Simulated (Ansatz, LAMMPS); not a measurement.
**Elastic response of glassy 60SiO2-7Al2O3-17Li2O-17SrO (mol %) (89 atoms)**

Aim: relax glassy 60SiO2-7Al2O3-17Li2O-17SrO (mol %) (89 atoms), then change its volume and shape to read moduli from the stress.

Method: Kohn-Sham DFT, r2SCAN, PAW (set soft_2), plane waves, in Ansatz 0.2.0.

## (1) The structure

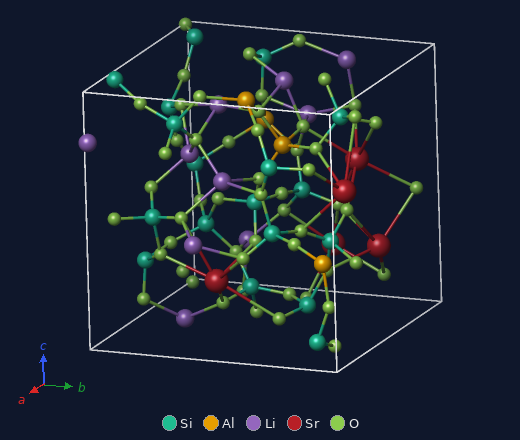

The cell as given, slightly off an axis (silicon teal, aluminium orange, lithium purple, strontium red, oxygen green). Bonds to atoms that aren't drawn are left out. Some periodic images of atoms are drawn too.

The cell holds 89 atoms: 18 Si, 4 Al, 10 Li, 5 Sr and 52 O. Its edges and angles: a = 10.507 Å, b = 10.507 Å, c = 10.507 Å, α = 90.0°, β = 90.0°, γ = 90.0°. 89 atoms (18 Si, 4 Al, 10 Li, 5 Sr, 52 O) placed at random at 2.76 g/cm³, melted at 4000 K for 10 ps at fixed volume with the Morse and Coulomb pair potential with partial charges (Pedone, Malavasi, Menziani, Cormack and Segre, J. Phys. Chem. B 110, 11780 (2006)). Quenched from 4000 K to 300 K at 50 K/ps and fixed volume, held 10 ps at zero pressure.

What the set-up can't give: The quench rate of 50 K/ps is many orders above laboratory rates, so the cell is likely richer in defects and strain than a real sample. The starting topology of bonds comes from the classical model, and needn't be the one that DFT or experiment would give. Only the Γ point is sampled.

## (2) Single point at the start

A single point comes first, to see the forces before anything moves.

input.yaml

```yaml
crystal:
  lattice:
    - [10.50733, 0.0, 0.0]
    - [0.0, 10.50733, 0.0]
    - [0.0, 0.0, 10.50733]
  atoms:
    - { symbol: Si, position: [0.57828, 0.80635, 0.3762] }
    - { symbol: Si, position: [0.20547, 0.10343, 0.51415] }
    - { symbol: Si, position: [0.74339, 0.01994, 0.97976] }
    - { symbol: Si, position: [0.98074, 0.91579, 0.104] }
    - { symbol: Si, position: [0.54045, 0.68936, 0.10733] }
    - { symbol: Si, position: [0.3669, 0.07588, 0.77506] }
    - { symbol: Si, position: [0.18169, 0.38199, 0.9442] }
    - { symbol: Si, position: [0.54089, 0.84423, 0.85182] }
    - { symbol: Si, position: [0.84167, 0.6842, 0.46714] }
    - { symbol: Si, position: [0.79476, 0.18119, 0.47424] }
    - { symbol: Si, position: [0.82757, 0.29425, 0.85533] }
    - { symbol: Si, position: [0.42958, 0.41415, 0.12522] }
    - { symbol: Si, position: [0.47997, 0.46089, 0.47022] }
    - { symbol: Si, position: [0.16957, 0.10113, 0.99484] }
    - { symbol: Si, position: [0.40244, 0.22619, 0.34485] }
    - { symbol: Si, position: [0.91538, 0.71112, 0.74554] }
    - { symbol: Si, position: [0.63973, 0.07908, 0.25625] }
    - { symbol: Si, position: [0.18706, 0.52728, 0.44311] }
    - { symbol: Al, position: [0.73693, 0.54784, 0.94403] }
    - { symbol: Al, position: [0.98798, 0.94974, 0.41323] }
    - { symbol: Al, position: [0.53546, 0.6041, 0.72029] }
    - { symbol: Al, position: [0.08734, 0.34198, 0.6724] }
    - { symbol: Li, position: [0.57708, 0.24315, 0.66629] }
    - { symbol: Li, position: [0.75429, 0.44947, 0.62513] }
    - { symbol: Li, position: [0.97554, 0.41976, 0.43531] }
    - { symbol: Li, position: [0.09791, 0.68527, 0.93775] }
    - { symbol: Li, position: [0.17236, 0.29481, 0.22547] }
    - { symbol: Li, position: [0.54962, 0.35397, 0.85924] }
    - { symbol: Li, position: [0.99477, 0.01144, 0.80256] }
    - { symbol: Li, position: [0.52053, 0.1815, 0.00621] }
    - { symbol: Li, position: [0.18871, 0.56008, 0.73982] }
    - { symbol: Li, position: [0.38724, 0.55373, 0.92487] }
    - { symbol: Sr, position: [0.2564, 0.78362, 0.60526] }
    - { symbol: Sr, position: [0.70866, 0.92498, 0.61627] }
    - { symbol: Sr, position: [0.04146, 0.5856, 0.19909] }
    - { symbol: Sr, position: [0.28245, 0.87368, 0.28322] }
    - { symbol: Sr, position: [0.75037, 0.41333, 0.23547] }
    - { symbol: O, position: [0.91924, 0.80692, 0.45706] }
    - { symbol: O, position: [0.82398, 0.39795, 0.96872] }
    - { symbol: O, position: [0.5119, 0.7724, 0.98343] }
    - { symbol: O, position: [0.55984, 0.51681, 0.5884] }
    - { symbol: O, position: [0.23654, 0.08178, 0.86171] }
    - { symbol: O, position: [0.54423, 0.4875, 0.33859] }
    - { symbol: O, position: [0.36708, 0.32996, 0.23574] }
    - { symbol: O, position: [0.55883, 0.35435, 0.09289] }
    - { symbol: O, position: [0.11904, 0.20574, 0.58214] }
    - { symbol: O, position: [0.13545, 0.42934, 0.34191] }
    - { symbol: O, position: [0.49676, 0.12149, 0.28866] }
    - { symbol: O, position: [0.05509, 0.79357, 0.10225] }
    - { symbol: O, position: [0.46282, 0.30516, 0.46603] }
    - { symbol: O, position: [0.11476, 0.50203, 0.00076] }
    - { symbol: O, position: [0.88265, 0.58086, 0.3728] }
    - { symbol: O, position: [0.46452, 0.82741, 0.46804] }
    - { symbol: O, position: [0.41784, 0.93363, 0.80275] }
    - { symbol: O, position: [0.64488, 0.94887, 0.89001] }
    - { symbol: O, position: [0.9919, 0.9724, 0.24788] }
    - { symbol: O, position: [0.1388, 0.97111, 0.47679] }
    - { symbol: O, position: [0.31121, 0.07762, 0.62998] }
    - { symbol: O, position: [0.67935, 0.63279, 0.08762] }
    - { symbol: O, position: [0.33177, 0.39169, 0.99899] }
    - { symbol: O, position: [0.69082, 0.73611, 0.44063] }
    - { symbol: O, position: [0.12814, 0.2506, 0.00978] }
    - { symbol: O, position: [0.46983, 0.16772, 0.82001] }
    - { symbol: O, position: [0.89409, 0.06748, 0.48438] }
    - { symbol: O, position: [0.06853, 0.70006, 0.75425] }
    - { symbol: O, position: [0.26071, 0.06557, 0.10718] }
    - { symbol: O, position: [0.68408, 0.12999, 0.55574] }
    - { symbol: O, position: [0.85446, 0.64869, 0.62014] }
    - { symbol: O, position: [0.36694, 0.61618, 0.74728] }
    - { symbol: O, position: [0.59074, 0.53374, 0.85951] }
    - { symbol: O, position: [0.43271, 0.57045, 0.10904] }
    - { symbol: O, position: [0.11066, 0.47826, 0.57135] }
    - { symbol: O, position: [0.71333, 0.32902, 0.76547] }
    - { symbol: O, position: [0.3405, 0.51018, 0.46995] }
    - { symbol: O, position: [0.18853, 0.3754, 0.79617] }
    - { symbol: O, position: [0.05085, 0.01304, 0.00305] }
    - { symbol: O, position: [0.83562, 0.92358, 0.0503] }
    - { symbol: O, position: [0.84253, 0.31702, 0.49558] }
    - { symbol: O, position: [0.73667, 0.18363, 0.31458] }
    - { symbol: O, position: [0.51633, 0.76114, 0.24078] }
    - { symbol: O, position: [0.95372, 0.30768, 0.77659] }
    - { symbol: O, position: [0.85191, 0.64183, 0.86733] }
    - { symbol: O, position: [0.6483, 0.07089, 0.10698] }
    - { symbol: O, position: [0.79846, 0.14478, 0.91266] }
    - { symbol: O, position: [0.27866, 0.15275, 0.39421] }
    - { symbol: O, position: [0.89311, 0.8631, 0.74452] }
    - { symbol: O, position: [0.58757, 0.76176, 0.73415] }
    - { symbol: O, position: [0.16543, 0.66328, 0.39335] }
    - { symbol: O, position: [0.64709, 0.93784, 0.32274] }
kpoints:
  mp_grid: { grid: [1, 1, 1] }
hamiltonian:
  xc: r2scan
scf:
  occupations: { method: fixed }
output:
  forces: true
```

Command:

```bash
$ ansatz run input.yaml --threads 4 --pin off --max-ram 8192MiB --backend cpu --events-out ev --progress --plain --runs-dir out
```

Numbers of over 12 decimals in the logs are rounded to 6 here.

Log:

```text
[...]
Pseudopotentials: kind: paw
Pseudopotential: Si, paw, valence charge 4, recommended cutoff 500 eV (meta_gga), Si.paw.azcp
Pseudopotential: Al, paw, valence charge 3, recommended cutoff 500 eV (meta_gga), Al.paw.azcp
Pseudopotential: Li, paw, valence charge 3, recommended cutoff 500 eV (meta_gga), Li.paw.azcp
Pseudopotential: Sr, paw, valence charge 10, recommended cutoff 500 eV (meta_gga), Sr.paw.azcp
Pseudopotential: O, paw, valence charge 6, recommended cutoff 500 eV (meta_gga), O.paw.azcp
[... 6 lines on functional and potentials left out ...]
Crystal: 89 atoms, lattice volume = 1160.051 Å³
Basis set: ecut = 500 eV, 29423 PW (Γ), exchange–correlation on 320×320×320 points (64 copies of the dense FFT grid, shifted against one another)
Bands: 327, of which v1, the nominal top of the filled ones, is band 238 counted from 1 (237 counted from 0)
Symmetry: 1 space group operations
Space group: P1 (ITA 1), of the structure as read, at distance tolerance 1.1e-4 Å
k-points: 1
[... 15 lines on functional and potentials left out ...]
Initial density: superposition of atomic densities (neutral atoms: chi_scale 0, normalization atom), corrected by the library's trained network
Initial wavefunctions: pseudopotential atomic-orbital guess
[...]
SCF iter   1: F=—  HF=-63172.247049 eV  |F-HF|=—  |Δ(HF+E_count)|=         —  Δρ=7.40e-3  dr2=7.18e-1  dr2_τ=6.39e0  ethr=1.77e-3  ⟨swp⟩=6.0  Hψ=1152  notcnv=0  defer=87
preconditioner: auto → Resta (q_TF=auto, 2.352 Å⁻¹)  ε∞=2.8  [insulator: Δε(μ)=4.027 eV  Ē_g=17.144 eV  n_scr=250 (ndim 8)  ℏωp=23.0 eV  f_vac=0.109  ε∞_Penn≈2.8]
SCF iter   2: F=—  HF=-63174.747042 eV  |F-HF|=—  |Δ(HF+E_count)|=    2.50e0  Δρ=4.60e-3  dr2=1.60e-1  dr2_τ=1.82e-2  ethr=1.51e-4  ⟨swp⟩=3.0  Hψ=564  notcnv=0  defer=87
SCF iter   3: F=—  HF=-63174.730295 eV  |F-HF|=—  |Δ(HF+E_count)|=   1.67e-2  Δρ=1.36e-3  dr2=1.94e-2  dr2_τ=2.86e-3  ethr=3.36e-5  ⟨swp⟩=3.0  Hψ=402  notcnv=0  defer=70
automatic band count: iteration 3 solves 310 bands in place of 327: the levels show a gap, and the empty bands left out lie too high to hold charge; the band table lists the bands solved (type scf.n_extra_bands for more)
SCF iter   4: F=—  HF=-63174.728101 eV  |F-HF|=—  |Δ(HF+E_count)|=   2.19e-3  Δρ=5.47e-4  dr2=2.59e-3  dr2_τ=5.34e-4  ethr=4.08e-6  ⟨swp⟩=3.0  Hψ=434  notcnv=0  defer=70
SCF iter   5: F=—  HF=-63174.727788 eV  |F-HF|=—  |Δ(HF+E_count)|=   3.13e-4  Δρ=1.49e-4  dr2=2.22e-4  dr2_τ=2.17e-5  ethr=5.43e-7  ⟨swp⟩=2.0  Hψ=426  notcnv=0  defer=70
[...]
SCF iter   9: F=—  HF=-63174.728030 eV  |F-HF|=—  |Δ(HF+E_count)|=   1.01e-7  Δρ=3.64e-6  dr2=1.78e-7  dr2_τ=1.30e-8  ethr=3.59e-10  ⟨swp⟩=2.0  Hψ=435  notcnv=0  defer=70
SCF iter  10: F=-63174.728030 eV  HF=-63174.728030 eV  |F-HF|=1.53e-8  |Δ(HF+E_count)|=   6.85e-8  Δρ=1.46e-6  dr2=2.70e-8  dr2_τ=2.72e-9  ethr=2.10e-11  ⟨swp⟩=4.0  Hψ=953  notcnv=0
SCF 1 converged in 10 iterations: F = -63174.728030 eV  dr2 = 2.70e-8
[...]
SCF converged after 10 iterations
Free energy (F): -63174.728030 eV
Harris-Foulkes:  -63174.728030 eV  (|F-HF|=1.53e-8)
Internal energy: -63174.728030 eV  (E = F + TS)
E sigma→0 (E₀):  -63174.728030 eV
Fermi energy:    3.920890 eV
--- Per-component energies (eV) ---
[...]
Σ components = -63174.728030   (vs F -63174.728030, Δ=0.00e0)
--- Forces (eV/Å), atoms counted from 1 ---
  atom   1  Si    -0.44615688     1.65458517    -2.02707934
  atom   2  Si     0.13012303     1.18436028     4.36579287
  atom   3  Si    -1.06795192     1.04046997     2.19642336
  atom   4  Si    -0.84140624     3.96065555     0.93921141
[...]
atom  89  O      0.69323534     1.00035424     0.14504629
  max |Σ_I F_I| component: 1.91e-4 eV/Å
```

It took 22 s on 4 threads of Intel Xeon Platinum 8375C at 2.90GHz (Ice Lake), shared host; peak memory 3 GiB.

The column dr2 measures how far the density is from self-consistency, as an energy; F and HF (Harris–Foulkes) agree once it is small.

The r.m.s. force at the start is 1.3 eV/Å.

## (3) Cell and atoms relaxed

The cell is relaxed with the atoms, since the starting lattice needn't suit this functional.

input.yaml

```yaml
crystal:
  lattice:
    - [10.50733, 0.0, 0.0]
    - [0.0, 10.50733, 0.0]
    - [0.0, 0.0, 10.50733]
  atoms:
    [... the 89 atom lines of step 2 ...]
kpoints:
  mp_grid: { grid: [1, 1, 1] }
hamiltonian:
  xc: r2scan
scf:
  occupations: { method: fixed }
output:
  forces: true
relax:
  f_tol: 0.05
  max_steps: 150
  cell: {}
```

Log:

```text
[...]
Crystal: 89 atoms, lattice volume = 1160.051 Å³
Basis set: ecut = 500 eV, 29423 PW (Γ), exchange–correlation on 320×320×320 points (64 copies of the dense FFT grid, shifted against one another)
Bands: 327, of which v1, the nominal top of the filled ones, is band 238 counted from 1 (237 counted from 0)
Symmetry: 1 space group operations
[...]
k-points: 1
[...]
SCF iter   1: F=—  HF=-63172.247039 eV  |F-HF|=—  |Δ(HF+E_count)|=         —  Δρ=7.40e-3  dr2=7.18e-1  dr2_τ=6.39e0  ethr=1.77e-3  ⟨swp⟩=6.0  Hψ=1152  notcnv=0  defer=87
[...]
SCF iter  10: F=-63174.728030 eV  HF=-63174.728030 eV  |F-HF|=1.53e-8  |Δ(HF+E_count)|=   6.86e-8  Δρ=1.46e-6  dr2=2.70e-8  dr2_τ=2.72e-9  ethr=2.10e-11  ⟨swp⟩=4.0  Hψ=953  notcnv=0
SCF 1 converged in 10 iterations: F = -63174.728030 eV  dr2 = 2.70e-8
[...]
relax step   1: F+E_penalty+E_count = -63174.72803045 eV  Δ(F+E_penalty+E_count) = +0.000e0 eV  max|allowed force component| = 4.832e0 eV/Å  Δτ_max = 0.0000 Å  P = +2.203 GPa  Ω = 1160.051 Å³  (10 SCF iters, dr2 threshold 1.00e-7 eV, accepted)
[... from here on, the SCF cycles and remarks between the steps are left out ...]
relax step   2: F+E_penalty+E_count = -63178.91088181 eV  Δ(F+E_penalty+E_count) = -4.183e0 eV  max|allowed force component| = 3.050e0 eV/Å  Δτ_max = 0.1972 Å  P = +1.342 GPa  Ω = 1147.955 Å³  energy of the carried Pulay correction = +4.236e-3 eV  (7 SCF iters, dr2 threshold 8.90e-6 eV, accepted)
relax step   3: F+E_penalty+E_count = -63181.39961086 eV  Δ(F+E_penalty+E_count) = -2.489e0 eV  max|allowed force component| = 1.386e0 eV/Å  Δτ_max = 0.1958 Å  P = +0.352 GPa  Ω = 1133.082 Å³  energy of the carried Pulay correction = +9.505e-3 eV  (8 SCF iters, dr2 threshold 8.90e-6 eV, accepted)
relax step   4: F+E_penalty+E_count = -63182.10873600 eV  Δ(F+E_penalty+E_count) = -7.091e-1 eV  max|allowed force component| = 7.313e-1 eV/Å  Δτ_max = 0.2000 Å  P = +0.162 GPa  Ω = 1130.992 Å³  energy of the carried Pulay correction = +1.025e-2 eV  (7 SCF iters, dr2 threshold 8.90e-6 eV, accepted)
relax step   5: F+E_penalty+E_count = -63182.45335908 eV  Δ(F+E_penalty+E_count) = -3.446e-1 eV  max|allowed force component| = 4.243e-1 eV/Å  Δτ_max = 0.1679 Å  P = -0.128 GPa  Ω = 1127.265 Å³  energy of the carried Pulay correction = +1.158e-2 eV  (7 SCF iters, dr2 threshold 8.90e-6 eV, accepted)
relax step   6: F+E_penalty+E_count = -63182.63682712 eV  Δ(F+E_penalty+E_count) = -1.835e-1 eV  max|allowed force component| = 5.088e-1 eV/Å  Δτ_max = 0.2000 Å  P = +0.064 GPa  Ω = 1124.228 Å³  energy of the carried Pulay correction = +1.267e-2 eV  (7 SCF iters, dr2 threshold 8.90e-6 eV, accepted)
relax step   7: F+E_penalty+E_count = -63182.72391636 eV  Δ(F+E_penalty+E_count) = -8.709e-2 eV  max|allowed force component| = 4.423e-1 eV/Å  Δτ_max = 0.2000 Å  P = -0.023 GPa  Ω = 1122.565 Å³  energy of the carried Pulay correction = +1.327e-2 eV  (7 SCF iters, dr2 threshold 8.90e-6 eV, accepted)
relax step   8: F+E_penalty+E_count = -63182.80657131 eV  Δ(F+E_penalty+E_count) = -8.265e-2 eV  max|allowed force component| = 1.658e-1 eV/Å  Δτ_max = 0.0668 Å  P = +0.002 GPa  Ω = 1122.169 Å³  energy of the carried Pulay correction = +1.341e-2 eV  (6 SCF iters, dr2 threshold 8.90e-6 eV, accepted)
relax step   9: F+E_penalty+E_count = -63182.80372556 eV  Δ(F+E_penalty+E_count) = +2.846e-3 eV  max|allowed force component| = 3.434e-1 eV/Å  Δτ_max = 0.2000 Å  P = -0.012 GPa  Ω = 1124.059 Å³  energy of the carried Pulay correction = +1.273e-2 eV  (8 SCF iters, dr2 threshold 1.72e-6 eV, rejected (line search))
relax step  10: F+E_penalty+E_count = -63182.85913432 eV  Δ(F+E_penalty+E_count) = -5.256e-2 eV  max|allowed force component| = 8.229e-2 eV/Å  Δτ_max = 0.0983 Å  P = -0.008 GPa  Ω = 1122.841 Å³  energy of the carried Pulay correction = +1.317e-2 eV  (10 SCF iters, accepted)
relax step  11: F+E_penalty+E_count = -63182.86749767 eV  Δ(F+E_penalty+E_count) = -8.363e-3 eV  max|allowed force component| = 1.363e-1 eV/Å  Δτ_max = 0.0793 Å  P = -0.029 GPa  Ω = 1123.243 Å³  energy of the carried Pulay correction = +1.303e-2 eV  (8 SCF iters, dr2 threshold 4.23e-7 eV, accepted)
relax step  12: F+E_penalty+E_count = -63182.88102946 eV  Δ(F+E_penalty+E_count) = -1.353e-2 eV  max|allowed force component| = 2.098e-1 eV/Å  Δτ_max = 0.1500 Å  P = -0.006 GPa  Ω = 1126.743 Å³  energy of the carried Pulay correction = +1.177e-2 eV  (8 SCF iters, dr2 threshold 1.16e-6 eV, accepted)
relax step  13: F+E_penalty+E_count = -63182.90462054 eV  Δ(F+E_penalty+E_count) = -2.359e-2 eV  max|allowed force component| = 2.412e-1 eV/Å  Δτ_max = 0.0433 Å  P = +0.019 GPa  Ω = 1125.508 Å³  energy of the carried Pulay correction = +1.221e-2 eV  (6 SCF iters, dr2 threshold 2.75e-6 eV, accepted)
relax step  14: F+E_penalty+E_count = -63182.93282159 eV  Δ(F+E_penalty+E_count) = -2.820e-2 eV  max|allowed force component| = 3.183e-1 eV/Å  Δτ_max = 0.2000 Å  P = +0.031 GPa  Ω = 1119.881 Å³  energy of the carried Pulay correction = +1.424e-2 eV  (8 SCF iters, dr2 threshold 3.64e-6 eV, accepted)
relax step  15: F+E_penalty+E_count = -63182.97563251 eV  Δ(F+E_penalty+E_count) = -4.281e-2 eV  max|allowed force component| = 2.418e-1 eV/Å  Δτ_max = 0.1020 Å  P = -0.052 GPa  Ω = 1123.238 Å³  energy of the carried Pulay correction = +1.303e-2 eV  (7 SCF iters, dr2 threshold 6.33e-6 eV, accepted)
relax step  16: F+E_penalty+E_count = -63182.97880790 eV  Δ(F+E_penalty+E_count) = -3.175e-3 eV  max|allowed force component| = 2.528e-1 eV/Å  Δτ_max = 0.0915 Å  P = +0.008 GPa  Ω = 1123.283 Å³  energy of the carried Pulay correction = +1.301e-2 eV  (7 SCF iters, dr2 threshold 3.65e-6 eV, accepted)
relax step  17: F+E_penalty+E_count = -63182.95212296 eV  Δ(F+E_penalty+E_count) = +2.668e-2 eV  max|allowed force component| = 7.504e-1 eV/Å  Δτ_max = 0.0818 Å  P = +0.028 GPa  Ω = 1123.994 Å³  energy of the carried Pulay correction = +1.276e-2 eV  (7 SCF iters, dr2 threshold 3.99e-6 eV, rejected (line search))
relax step  18: F+E_penalty+E_count = -63183.00197342 eV  Δ(F+E_penalty+E_count) = -2.317e-2 eV  max|allowed force component| = 9.875e-2 eV/Å  Δτ_max = 0.0409 Å  P = -0.031 GPa  Ω = 1122.751 Å³  energy of the carried Pulay correction = +1.321e-2 eV  (11 SCF iters, accepted)
relax step  19: F+E_penalty+E_count = -63183.00534746 eV  Δ(F+E_penalty+E_count) = -3.374e-3 eV  max|allowed force component| = 1.090e-1 eV/Å  Δτ_max = 0.0229 Å  P = +0.002 GPa  Ω = 1122.896 Å³  energy of the carried Pulay correction = +1.315e-2 eV  (7 SCF iters, dr2 threshold 6.09e-7 eV, accepted)
relax step  20: F+E_penalty+E_count = -63182.99981373 eV  Δ(F+E_penalty+E_count) = +5.534e-3 eV  max|allowed force component| = 1.126e-1 eV/Å  Δτ_max = 0.0753 Å  P = +0.067 GPa  Ω = 1122.912 Å³  energy of the carried Pulay correction = +1.315e-2 eV  (7 SCF iters, dr2 threshold 7.43e-7 eV, rejected (line search))
relax step  21: F+E_penalty+E_count = -63183.00816353 eV  Δ(F+E_penalty+E_count) = -2.816e-3 eV  max|allowed force component| = 4.403e-2 eV/Å  Δτ_max = 0.0263 Å  P = -0.016 GPa  Ω = 1123.481 Å³  energy of the carried Pulay correction = +1.294e-2 eV  (10 SCF iters, accepted)
relax step  22: F+E_penalty+E_count = -63182.99257983 eV  Δ(F+E_penalty+E_count) = +1.558e-2 eV  max|allowed force component| = 4.394e-2 eV/Å  Δτ_max = 0.0000 Å  P = -0.004 GPa  Ω = 1123.481 Å³  stress off target by 2.43e-2 GPa  SCF on the basis re-selected at this cell (its energy is not comparable with the rows above)  (5 SCF iters)
basis re-selected at this cell: Δ(F+E_penalty+E_count) = +1.558e-2 eV, ΔP = +0.012 GPa vs the last step (what re-selecting the basis moved, of the pressure what is left beyond the Pulay correction that the steps carried, after the strain that the cell walked since its last selection, [...]
SCF converged after 5 iterations
Free energy (F): -63182.992580 eV
[...]
Internal energy: -63182.992580 eV  (E = F + TS)
E sigma→0 (E₀):  -63182.992580 eV
Fermi energy:    3.846442 eV
[...]
--- Forces (eV/Å), atoms counted from 1 ---
  atom   1  Si    -0.00636782     0.01031404     0.00541928
  atom   2  Si    -0.01268888     0.00170227     0.00730976
  atom   3  Si     0.01918913    -0.02451325    -0.03117366
  atom   4  Si     0.01809258    -0.00260019     0.00410600
  atom   5  Si     0.00166594    -0.01346409    -0.02387433
  atom   6  Si     0.00332630     0.00949508     0.00460736
  atom   7  Si     0.00436912    -0.00656042     0.00667025
  atom   8  Si     0.00188656    -0.01401736    -0.03025477
  atom   9  Si     0.00314713    -0.04193244    -0.01518484
  atom  10  Si    -0.02989716    -0.02870371     0.01833575
  atom  11  Si    -0.00145977    -0.01496932    -0.00037129
  atom  12  Si     0.00267329     0.01492773    -0.00327080
  atom  13  Si     0.00864937     0.02142727     0.00866357
  atom  14  Si    -0.02501542    -0.01004305    -0.00241531
[...]
atom  88  O     -0.00104795    -0.01143236     0.00228410
  atom  89  O      0.00489189     0.01117271    -0.00574821
  max |Σ_I F_I| component: 3.67e-4 eV/Å
--- Stress (GPa, compression-positive) ---
       -0.010921       0.004273       0.001802
        0.004275       0.000326       0.023700
        0.001811       0.023687      -0.000260
  P = ⅓ Tr σ = -0.0036 GPa (-0.036 kbar)
--- Relaxed structure (21 steps of the walk, 18 accepted, 1 SCFs on fresh bases) ---
  F+E_penalty+E_count = -63182.99257983 eV   max|allowed force component| = 4.394e-2 eV/Å   (the final SCF, on the basis selected at the relaxed cell)
  cell:  # Å, volume = 1123.4808 Å³
    - [10.461798, -0.049660, -0.113722]
    - [-0.049660, 10.604805, -0.00657217]
    - [-0.113722, -0.00657217, 10.127902]
  atoms:
    - { symbol: Si, position: [0.571194, 0.812179, 0.370446] }
    - { symbol: Si, position: [0.211430, 0.096949, 0.532956] }
    - { symbol: Si, position: [0.738365, 0.021796, 0.989472] }
    - { symbol: Si, position: [0.997172, 0.934955, 0.096655] }
[...]
- { symbol: O, position: [0.653646, 0.942406, 0.341943] }
```

The job ended after 6.9 min (4 threads; peak memory 3.1 GiB; 26 min of CPU time).

The relaxation converged after 21 steps, with a largest force component of 0.044 eV/Å.

[end of part 1 of 4]

[Logs are printed without paths, hosts, clocks, repeated set-up lines and the standing remarks that a program may print on its own settings, such as how far it seeks lower states.]

[Hosts, paths, dates, database ids (printed as entryN), source tags and the programs' standing remarks are cut or masked in the printed files.]
